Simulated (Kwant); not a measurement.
Device: quantum point contact (saddle potential) in a InAs two-dimensional gas. Effective mass 0.023 mₑ, grid spacing 10 nm, hard walls, nominal width 200 nm (19 grid rows, so walls 200 nm apart), one parabolic valley, scattering region 600 nm long along x; energies count from the band bottom; Fermi energy 0.00296 eV. Potential (V0 + ½k y²) cos²(πx/L) for |x| < L/2, with V0 swept from 0.003108 to 0 eV, k = 1.7e-06 eV/nm², L = 200 nm. Perpendicular field 0.17 T, also in the leads; orbital effect alone.

The device is made up for the run: typed textbook-type constants, with dimensions and the other settings drawn at random.

Kwant, effective-mass tight-binding model on a square grid, one spin, coherent transport at 0 K. Conductance is in e²/h.

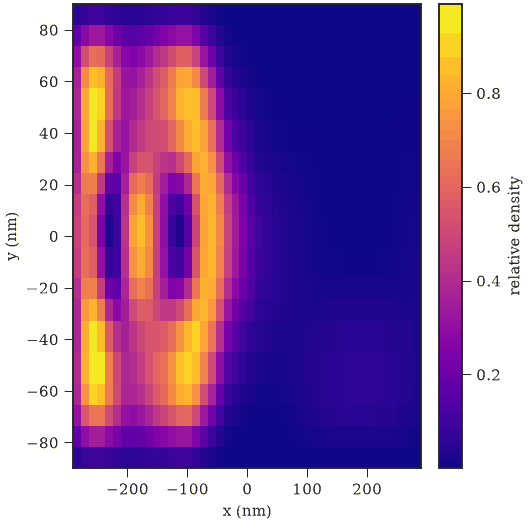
Fig. 1. Density of the scattering states that come in from the left lead, at gate = 0.0023423 eV, in bins, relative to the largest site value

The conductance there is 0.14 e²/h with 2 open channel(s) in the leads.
